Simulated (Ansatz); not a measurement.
Run report: LiH12ClO6, molecular dynamics (part 3 of 3)

The same run, continued: LiH12ClO6 (disordered cell, 20 atoms in the cell); DFT PBE-D3(BJ), scalar-relativistic, plane waves, PAW, no spin polarisation (Ansatz 0.2.0); cutoff 420 eV, 1×1×1 k-mesh, Fermi–Dirac smearing of 0.02 eV. It belongs to a series of runs on one base structure; here: dynamics from the start.

Geometry of the input (Å; fractional positions):
```
6.2692  0.0000  0.0000
0.0000  6.2692  0.0000
0.0000  0.0000  6.2692
O  0.4145  0.6962  0.7624
H  0.3384  0.8080  0.8393
H  0.3739  0.5628  0.8390
O  0.5476  0.2311  0.4101
H  0.4445  0.1736  0.5125
H  0.4645  0.2442  0.2748
O  0.8186  0.9720  0.8936
H  0.9252  1.0870  0.9015
H  0.7909  0.9325  1.0421
O  0.1520  0.6071  0.3715
H  0.2805  0.6201  0.4598
H  0.1889  0.5075  0.2529
O  0.8313  0.4746  0.6461
H  0.9570  0.4915  0.5523
H  0.7292  0.3924  0.5591
O  0.7920  -0.1404  0.3801
H  0.7867  0.0163  0.3792
H  0.9413  -0.1874  0.3598
Li 0.7189  0.7605  0.6821
Cl 0.2530  0.2822  1.0120
```

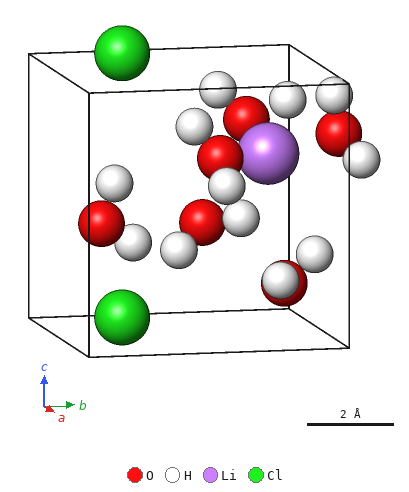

Fig. 1: The geometry at step 218 of the log (spheres-only view of the cell of the calculation, seen slightly off an axis).

## Trajectory as extended XYZ, continued
```
20
Lattice="6.2692 0.0000 0.0000 0.0000 6.2692 0.0000 0.0000 0.0000 6.2692" Properties=species:S:1:pos:R:3:forces:R:3 step=136 time_fs=68.0 energy=-4885.11487 temperature=841.6
O     2.5676    4.5064    5.0575   -1.2186   0.7578   1.6146
H     2.3424    5.0724    5.8671    0.7303  -0.2734  -1.4690
H     2.0400    3.7204    5.3468    0.4469  -0.6646  -0.1953
O     3.6527    1.3338    2.6280    0.3576   0.2030   0.9375
H     3.1600    1.7478    3.3732    0.4180  -0.5013  -0.4733
H     3.0625    1.2824    1.8734   -0.8178   0.2552  -0.6426
O     4.9514    6.2992    5.0228   -1.0174  -0.8916   3.2190
H     5.7987    6.6530    4.8058    1.3609   0.6979  -0.2853
H     5.0098    6.2363    6.0818   -0.3779  -0.0963  -2.7997
O     0.8834    3.9476    2.2321   -0.2028   0.4003   0.6070
H     1.5499    3.9703    2.9695   -0.6296  -0.3499  -1.1400
H     0.9345    3.1719    1.6142    0.8573  -0.0582   0.2913
O     5.2152    3.1756    4.2793    2.7095  -0.8892   1.4844
H     5.9486    3.0754    5.0202   -1.9326   0.2444  -1.0724
H     5.7631    2.7629    3.5732   -0.6881   0.4565  -0.2848
O     4.5635   -1.0045    1.5596   -2.2222   2.3537   0.4329
H     4.6591   -0.1435    2.0817   -0.3062  -0.9101  -0.6146
H     5.3672   -1.4523    1.6548    2.6733  -1.3496   0.3764
Li    4.1715    4.6970    4.0751    0.1584   0.4448   0.1825
Cl    1.4378    1.8166    6.3177   -0.2989   0.1707  -0.1687
20
Lattice="6.2692 0.0000 0.0000 0.0000 6.2692 0.0000 0.0000 0.0000 6.2692" Properties=species:S:1:pos:R:3:forces:R:3 step=150 time_fs=75.0 energy=-4885.19484 temperature=879.9
O     2.5383    4.5712    5.0887   -0.3215  -1.4096  -0.7000
H     2.2095    5.1853    5.7497   -0.0665   0.4056   0.4026
H     2.1488    3.6687    5.3341    0.4473   0.7446   0.2469
O     3.6210    1.2470    2.6163   -0.5219  -0.0706  -1.7684
H     3.0911    1.6674    3.2843   -0.1802   0.2679   1.1708
H     3.0052    1.3211    1.8254    0.6380  -0.1138   0.4245
O     4.9909    6.3110    5.0593    0.5858   0.2697  -3.7733
H     5.8654    6.6004    4.6846   -0.9272  -0.0891   0.5917
H     5.1392    6.2292    5.9621    0.3476  -0.3498   3.1918
O     0.8631    4.0064    2.2287   -1.3988  -0.1916  -1.2189
H     1.4721    3.8923    2.9363    1.0754   0.0840   1.1771
H     0.9468    3.2046    1.6526    0.3785   0.0283  -0.2253
O     5.2503    3.1848    4.3245   -1.2294   0.3588   0.2452
H     5.7724    3.1933    5.1270    0.6493  -0.3973   0.6378
H     5.8140    2.8832    3.6220    0.7103  -0.1926  -0.8083
O     4.5105   -1.0304    1.5080    1.6661  -2.2339  -0.3702
H     4.6465   -0.1660    1.9417    0.4144  -0.1523   0.2107
H     5.3633   -1.6504    1.5043   -1.9373   2.3488   0.5594
Li    4.2132    4.6961    4.1347   -0.2203   0.6168   0.0800
Cl    1.4202    1.8603    6.3365   -0.1094   0.0761  -0.0742
20
Lattice="6.2692 0.0000 0.0000 0.0000 6.2692 0.0000 0.0000 0.0000 6.2692" Properties=species:S:1:pos:R:3:forces:R:3 step=164 time_fs=82.0 energy=-4884.76739 temperature=750.9
O     2.4801    4.6067    5.0995   -0.3369   1.6804  -0.0707
H     2.0297    5.3417    5.6558    0.9489  -1.8871  -0.9361
H     2.1751    3.7037    5.3304   -0.3684   0.0297   0.8690
O     3.5675    1.1495    2.6015   -1.2066   1.1253   1.5768
H     3.0307    1.5289    3.3801    1.3414  -0.8868  -1.2157
H     3.1082    1.5508    1.8392   -0.1521  -0.1929  -0.3893
O     5.0298    6.3181    5.0246    1.7751  -0.3460   2.0659
H     5.9079    6.4964    4.5982   -0.7541   0.1980   0.4885
H     5.2981    6.2182    6.0381   -0.9980   0.2174  -2.6063
O     0.8192    4.0396    2.2067    2.1279  -1.7569   2.3943
H     1.4803    3.8607    3.0183   -1.8496   1.1631  -2.1567
H     1.0629    3.2295    1.6517   -0.2999   0.5884  -0.2489
O     5.2386    3.1902    4.3635    0.7169  -0.0621  -0.4718
H     5.7096    3.2127    5.2333    0.1801  -0.5382  -0.8101
H     5.8999    3.0204    3.6180   -0.7193   0.4107   1.1955
O     4.4788   -1.0905    1.4502   -2.8443   1.9758   0.2050
H     4.7362   -0.2517    1.8778   -0.4243   0.1134   0.1008
H     5.2493   -1.5653    1.3973    3.4412  -2.2257  -0.0035
Li    4.2640    4.7438    4.1855   -0.5650   0.4132   0.1219
Cl    1.4015    1.8987    6.3553   -0.0131  -0.0198  -0.1088
20
Lattice="6.2692 0.0000 0.0000 0.0000 6.2692 0.0000 0.0000 0.0000 6.2692" Properties=species:S:1:pos:R:3:forces:R:3 step=177 time_fs=88.5 energy=-4884.80215 temperature=778.5
O     2.4367    4.6320    5.0700    1.0806  -2.3051  -1.5187
H     1.9508    5.2651    5.5323   -1.1108   2.2715   1.4187
H     2.1139    3.7807    5.4770    0.3417  -0.0940  -0.1250
O     3.5148    1.0856    2.6143    1.2906  -0.4208  -2.3687
H     3.0894    1.3052    3.4113   -0.9834   0.9626   1.6433
H     3.2711    1.6947    1.8749   -0.3327  -0.4507   0.8141
O     5.0749    6.3211    5.0078   -0.4612   0.0638  -1.2179
H     5.9073    6.4477    4.5506    0.6062   0.5262  -0.2081
H     5.3124    6.1977    5.9135    0.1241  -0.0841   1.6116
O     0.8264    4.0241    2.2080   -1.9709  -1.3675  -3.9206
H     1.3961    3.9803    2.9184    2.4783   0.0471   2.5563
H     1.1313    3.2861    1.4967   -0.5324   1.2366   1.4456
O     5.1847    3.2136    4.3679   -0.4494   0.2772   0.8314
H     5.5973    3.1335    5.2469   -0.0589  -0.4069   0.2894
H     5.9547    3.1207    3.8120    0.6735  -0.0560  -1.2269
O     4.4261   -1.1084    1.4144    2.6400  -2.0211  -0.8587
H     4.6841   -0.2919    1.8656   -0.1451   0.4624   0.2213
H     5.3362   -1.6203    1.2632   -2.3070   1.3935   0.9376
Li    4.2861    4.8523    4.2492   -0.8444  -0.2505  -0.1467
Cl    1.3885    1.9310    6.3629   -0.0388   0.2157  -0.1779
20
Lattice="6.2692 0.0000 0.0000 0.0000 6.2692 0.0000 0.0000 0.0000 6.2692" Properties=species:S:1:pos:R:3:forces:R:3 step=191 time_fs=95.5 energy=-4884.34226 temperature=731.0
O     2.3841    4.6645    5.0040   -1.7350   1.4266   1.6805
H     1.8534    5.4068    5.5321    1.7518  -1.6886  -1.4401
H     2.1534    3.8556    5.5670    0.2288   0.1752  -0.6135
O     3.4574    1.0461    2.6114   -0.0206  -0.5530   1.6594
H     3.1380    1.1762    3.5724    0.5902   0.5616  -2.2836
H     3.2518    1.7604    1.9766   -0.5357  -0.0358   0.7113
O     5.0768    6.3013    4.9859    2.1037   0.4197   1.4991
H     5.9511    6.4804    4.5350   -0.9931   0.1591   0.7520
H     5.3225    6.0954    5.9634   -0.6477   0.6149  -1.7482
O     0.8208    4.0051    2.1737    1.1373   2.3148   4.4263
H     1.5769    4.2729    2.9156   -2.3324  -0.9803  -2.8283
H     1.1855    3.4767    1.4740    1.0354  -1.3146  -0.9678
O     5.1376    3.2865    4.3969    2.7735  -0.5896  -0.6158
H     5.4352    3.0026    5.2974   -0.0796  -0.1341  -0.5256
H     6.0390    3.2162    3.8571   -2.2718   0.2314   0.8753
O     4.4177   -1.1449    1.3818   -3.5665   1.5377   0.2194
H     4.5067   -0.2955    1.8686    0.0776  -0.1328  -0.1237
H     5.1963   -1.5764    1.2050    3.5623  -1.4505   0.1190
Li    4.3031    4.8927    4.3238   -1.1378  -0.6126  -0.3551
Cl    1.3692    1.9466    6.3852    0.0599   0.0507  -0.4409
20
Lattice="6.2692 0.0000 0.0000 0.0000 6.2692 0.0000 0.0000 0.0000 6.2692" Properties=species:S:1:pos:R:3:forces:R:3 step=205 time_fs=102.5 energy=-4884.72707 temperature=739.0
O     2.2903    4.7261    4.9516    1.5830  -3.0120  -1.9974
H     2.0116    5.4865    5.3687   -1.0493   2.8749   1.9781
H     2.1633    3.9480    5.5506   -0.2788   0.1291  -0.0983
O     3.4237    1.0001    2.6550    0.9841  -2.1400  -0.3060
H     3.2186    1.1954    3.5465   -0.2825   0.5442   1.8066
H     3.1834    1.7469    2.1527   -0.7429   1.5989  -1.3474
O     5.1322    6.2708    4.9694   -1.3279  -0.0840   1.2215
H     5.9055    6.5186    4.5086    1.7452   0.7388  -0.7102
H     5.3806    6.0782    5.8996   -0.1491   0.2824  -0.1654
O     0.8318    4.0161    2.2058   -2.0956  -3.0578  -3.2683
H     1.5196    4.4685    2.5755    3.0939   2.3250   1.9081
H     1.3056    3.4575    1.4236   -1.4596   0.6346   1.5817
O     5.1671    3.3647    4.4323   -1.9304  -0.1968   0.7629
H     5.2460    2.8519    5.2439    0.4556  -0.3668   0.2064
H     5.9658    3.3079    3.9527    2.0827  -0.2869  -1.1775
O     4.3845   -1.1285    1.3445    2.2479  -2.1980  -1.1938
H     4.3497   -0.3373    1.9016    0.3062   0.5676   0.2370
H     5.3436   -1.5645    1.2766   -2.2932   1.5059   1.0590
Li    4.2419    4.8521    4.3478   -1.0989   0.0144  -0.1795
Cl    1.3518    1.9489    6.4006    0.2097   0.1264  -0.3176
20
Lattice="6.2692 0.0000 0.0000 0.0000 6.2692 0.0000 0.0000 0.0000 6.2692" Properties=species:S:1:pos:R:3:forces:R:3 step=218 time_fs=109.0 energy=-4884.75307 temperature=871.7
O     2.2087    4.7320    4.8803    0.5141   3.9258   0.3910
H     2.1482    5.7401    5.2969   -0.0292  -3.4870  -0.8103
H     2.1054    4.0718    5.5872   -0.3411  -0.2244   0.5507
O     3.3944    0.9684    2.7097   -1.0378   2.4395   0.2719
H     3.2487    1.3148    3.6307    0.4210  -0.5478  -0.6092
H     3.0888    1.8007    2.1859    0.5086  -1.9914   0.4236
O     5.1997    6.2642    4.9348    1.1488   0.5575   0.3197
H     5.9801    6.6286    4.4160   -1.0510  -0.5301   1.2307
H     5.4872    6.0865    5.8868   -0.2757   0.4426  -1.3861
O     0.8298    3.9942    2.2508    0.0998   4.1033   2.6745
H     1.5218    4.7597    2.4262   -1.6551  -2.4057  -0.6018
H     1.1719    3.3473    1.6675    1.1262  -1.6384  -1.8677
O     5.1915    3.4140    4.4422    1.5337  -1.1737  -0.6158
H     5.1741    2.7935    5.2144    0.6931   0.4319  -0.8593
H     6.0875    3.3605    3.9207   -1.7099   0.0017   1.2106
O     4.4035   -1.1335    1.3033   -1.4559   1.2868   0.3481
H     4.2438   -0.3660    1.9378   -0.0847  -0.5226  -0.9347
H     5.2765   -1.4233    1.5084    1.7656  -0.8559   0.4664
Li    4.1259    4.8082    4.3514   -0.4356   0.3699   0.0532
Cl    1.3506    1.9394    6.4150    0.2650  -0.1822  -0.2558
20
Lattice="6.2692 0.0000 0.0000 0.0000 6.2692 0.0000 0.0000 0.0000 6.2692" Properties=species:S:1:pos:R:3:forces:R:3 step=232 time_fs=116.0 energy=-4884.80672 temperature=755.3
O     2.1249    4.7875    4.8184    0.1745  -4.7308  -0.5570
H     2.1789    5.6023    5.1792   -0.0360   5.0573   1.9814
H     1.9911    4.2242    5.6416   -0.0787  -0.1396  -1.0523
O     3.3234    0.9657    2.7799    0.8223  -1.6712   1.9010
H     3.3535    1.3657    3.6662    0.1720  -0.0459  -0.0291
H     2.9756    1.6279    2.2300   -1.1016   1.6113  -1.8400
O     5.2778    6.2513    4.8656   -1.3934  -0.3612   0.8672
H     6.0223    6.6310    4.4323    1.1715   0.5491  -0.5669
H     5.5583    6.0841    5.7899   -0.1709   0.0893  -0.1321
O     0.8204    4.0736    2.3367   -2.2026  -3.7514  -0.7368
H     1.4493    4.7518    2.3358    2.0337   1.4066  -0.1618
H     1.1012    3.2095    1.7759   -0.3056   2.1829   0.5505
O     5.2164    3.4748    4.4428   -0.4532  -0.2755  -0.4352
H     5.2145    2.8254    5.1408    0.1645  -0.5921   0.7667
H     6.0343    3.3183    3.9498    0.4604   0.3735  -0.3738
O     4.4449   -1.1169    1.2909    2.1517  -0.6605   1.7598
H     4.1836   -0.3946    1.9104   -0.2491   0.1994  -0.4979
H     5.3025   -1.4638    1.7919   -1.5935   0.4197  -1.5261
Li    3.9896    4.8024    4.3206    0.2679   0.2604  -0.0165
Cl    1.3530    1.9349    6.4292    0.1661   0.0785   0.0989
20
Lattice="6.2692 0.0000 0.0000 0.0000 6.2692 0.0000 0.0000 0.0000 6.2692" Properties=species:S:1:pos:R:3:forces:R:3 step=245 time_fs=122.5 energy=-4884.44225 temperature=742.1
O     2.0484    4.8385    4.7631    0.8772   4.1195   1.7409
H     2.1670    5.8476    5.2145   -0.7595  -3.1931  -1.3762
H     1.7829    4.3138    5.5389   -0.1645  -0.5773   0.1806
O     3.2824    0.9604    2.8577   -1.2271   0.6805  -2.5394
H     3.4856    1.4150    3.6773    0.0747   0.7104   0.1862
H     2.8662    1.6046    2.1181    0.9179  -1.5792   2.1206
O     5.3166    6.2160    4.8047   -0.0313   0.7405  -0.4256
H     6.1211    6.6311    4.4441   -0.2511  -0.1561  -0.1785
H     5.5673    6.1047    5.7268   -0.1694  -0.2156   0.8061
O     0.7743    4.1007    2.3938    0.7117   3.9583   1.3428
H     1.5124    4.8178    2.2653   -1.8412  -1.8184   0.4423
H     1.0424    3.3807    1.8783    0.8448  -2.3520  -2.1140
O     5.2394    3.5352    4.4504    0.3725  -2.2263   0.5928
H     5.2461    2.7943    5.1125   -0.3223   0.8183  -0.1781
H     6.0747    3.2873    3.9885   -0.2603   0.9975  -0.3643
O     4.4845   -1.0811    1.3136   -2.1077   0.6892  -1.7964
H     4.1464   -0.3724    1.8729   -0.3310   0.8720   0.2562
H     5.1495   -1.4646    1.8224    2.5916  -1.4383   1.3699
Li    3.8377    4.7924    4.2842    0.8078   0.1218  -0.0309
Cl    1.3559    1.9342    6.4614    0.2672  -0.1517  -0.0350
20
Lattice="6.2692 0.0000 0.0000 0.0000 6.2692 0.0000 0.0000 0.0000 6.2692" Properties=species:S:1:pos:R:3:forces:R:3 step=259 time_fs=129.5 energy=-4884.17824 temperature=748.0
O     1.9309    4.9438    4.7228   -0.1254  -5.1312  -1.1531
H     1.9803    5.7620    5.0687   -0.1184   5.0113   2.4308
H     1.6159    4.3135    5.4280    0.1668   0.3580  -0.5342
O     3.2321    0.9523    2.9038    2.9824  -2.4199   5.3860
H     3.6174    1.5301    3.6512   -0.7990  -1.0349  -1.7831
H     2.8501    1.4442    2.2678   -2.4052   3.2729  -3.7384
O     5.3276    6.2050    4.7461   -0.3451   0.3565   0.8342
H     6.1072    6.6531    4.4021    0.1831   0.0767  -0.2139
H     5.5797    6.0011    5.6803   -0.4120   0.1167  -0.4103
O     0.7300    4.1603    2.4639   -1.1541  -3.8534  -2.1476
H     1.4058    4.7773    2.3306    1.7710   2.0902   0.0454
H     1.0168    3.4388    1.7190   -0.9794   1.1469   1.4382
O     5.2902    3.5912    4.5032   -0.3217  -2.4336   0.8647
H     5.2722    2.8009    5.1236   -0.1024   1.1933  -0.4404
H     6.0786    3.3480    3.9695   -0.1231   0.8121  -0.3354
O     4.5272   -1.0370    1.2986    1.2292  -1.2199   1.1444
H     4.0558   -0.3430    1.8216    0.6860  -0.2032   0.0744
H     5.2663   -1.5073    1.8909   -1.5864   1.5154  -1.3666
Li    3.6734    4.8051    4.2459    1.3691   0.0446  -0.1146
Cl    1.3661    1.9157    6.5037    0.0846   0.3016   0.0196
20
Lattice="6.2692 0.0000 0.0000 0.0000 6.2692 0.0000 0.0000 0.0000 6.2692" Properties=species:S:1:pos:R:3:forces:R:3 step=273 time_fs=136.5 energy=-4884.06359 temperature=770.5
O     1.8301    4.9979    4.6358    0.0465   2.8678   2.4248
H     1.7074    5.9849    5.1290    0.4019  -3.2043  -1.2980
H     1.5778    4.3085    5.3104   -0.0260   0.5274  -0.3343
O     3.1793    0.9209    2.9783   -2.8579  -0.2508  -3.6211
H     3.6199    1.5936    3.4329    1.4634   1.7165   1.5446
H     2.6527    1.4791    2.2211    1.1304  -1.7283   1.6181
O     5.3387    6.2390    4.6845   -1.7217   0.0731  -0.2617
H     6.0068    6.7394    4.1947    0.3823  -0.4327   1.0328
H     5.5032    5.8310    5.5660    0.8018   0.8450  -0.6040
O     0.6812    4.1676    2.4404    0.3854   3.1919   2.1137
H     1.3524    4.9448    2.4775   -1.4868  -1.9381  -0.1333
H     0.8766    3.6005    1.7325    0.9116  -1.8030  -2.4104
O     5.3364    3.6279    4.5570   -0.4465   1.0043  -1.4916
H     5.2867    2.8794    5.1124    0.3126  -1.6570   1.1816
H     6.1202    3.5518    3.9447   -0.5562   0.2076   0.2756
O     4.5777   -1.0495    1.2974   -2.3382   0.3497  -2.3960
H     4.1433   -0.3492    1.7882   -0.1833   0.8343   0.4727
H     5.2627   -1.3860    1.8112    2.5312  -1.0156   1.7612
Li    3.6213    4.7752    4.1883    1.0444   0.3789   0.0746
Cl    1.3571    1.8942    6.5413    0.2049   0.0330   0.0506
20
Lattice="6.2692 0.0000 0.0000 0.0000 6.2692 0.0000 0.0000 0.0000 6.2692" Properties=species:S:1:pos:R:3:forces:R:3 step=286 time_fs=143.0 energy=-4883.68048 temperature=674.6
O     1.7572    5.0858    4.6139    2.5253  -6.1138  -1.9403
H     1.5127    5.8621    4.9470   -1.4151   5.3875   2.8148
H     1.5561    4.3486    5.2438   -0.1920   0.5521  -0.1273
O     3.1153    0.9069    3.0071    4.1719   0.5909   3.5848
H     3.7374    1.7037    3.2954   -1.4604  -2.5191  -0.3927
H     2.6296    1.3412    2.3807   -2.8084   1.7740  -3.5719
O     5.3095    6.2978    4.6338   -1.4993   0.2735  -0.4335
H     6.0426    6.7394    4.1897    0.3590  -0.4025   0.6476
H     5.4984    5.7180    5.3949    0.7056   0.5414  -0.0734
O     0.6666    4.1973    2.4332   -2.7540  -4.1522  -1.3139
H     1.1398    4.9637    2.5828    2.3142   2.3158  -0.1041
H     0.8465    3.5502    1.6389    0.4461   1.1962   0.9221
O     5.3591    3.6378    4.5956   -0.8841  -1.1975   0.4161
H     5.3995    2.7800    5.1077    0.4725   1.1244  -0.6396
H     6.1085    3.7223    3.9492   -0.2225  -0.3545   0.0381
O     4.5866   -1.0901    1.2681    1.2929   1.0321   2.7577
H     4.2425   -0.2670    1.7857    0.4475  -1.3838  -1.1639
H     5.4505   -1.3323    1.8529   -1.9221   0.2989  -1.6878
Li    3.6381    4.6962    4.0852    0.5230   0.5544   0.1352
Cl    1.3522    1.8769    6.5570   -0.1001   0.4823   0.1319
20
Lattice="6.2692 0.0000 0.0000 0.0000 6.2692 0.0000 0.0000 0.0000 6.2692" Properties=species:S:1:pos:R:3:forces:R:3 step=300 time_fs=150.0 energy=-4883.35782 temperature=824.3
O     1.7588    5.1143    4.6005   -1.5560   1.6736   2.3746
H     1.2544    6.0029    5.0081    2.5422  -2.7639  -0.9059
H     1.4622    4.3720    5.2187    0.3257   0.9061  -0.6564
O     3.1364    0.9161    3.0568   -4.5389  -0.9105  -3.1042
H     3.7832    1.5678    3.1803    1.5051   1.8283   0.1739
H     2.3963    1.2971    2.2766    2.7745  -0.9448   2.2555
O     5.2341    6.3498    4.5805    1.0453  -0.0156   0.1007
H     6.0838    6.7763    4.3572   -0.5520   0.5434  -0.4760
H     5.6269    5.6875    5.1810   -0.8985  -0.2046   0.4649
O     0.6627    4.1534    2.4176    1.1351   3.4635   0.9964
H     1.1996    5.0732    2.5048   -1.4333  -3.0871  -0.2875
H     0.9718    3.6886    1.6328    0.3539  -0.7566  -0.9070
O     5.3306    3.6525    4.6365   -0.1354  -0.0575  -0.4768
H     5.5940    2.8204    5.0546   -0.0113  -0.1379   0.4673
H     6.0564    3.8427    3.9945   -0.1171  -0.2008  -0.2835
O     4.6269   -1.1553    1.2491   -0.8367  -1.9783  -1.3716
H     4.4003   -0.3343    1.5939   -1.6710   3.1442   0.7282
H     5.4185   -1.2577    1.7443    2.1058  -1.2023   0.6803
Li    3.6957    4.5813    3.9876    0.0207   0.6716   0.2293
Cl    1.3257    1.8713    6.6035   -0.0582   0.0292  -0.0025
```
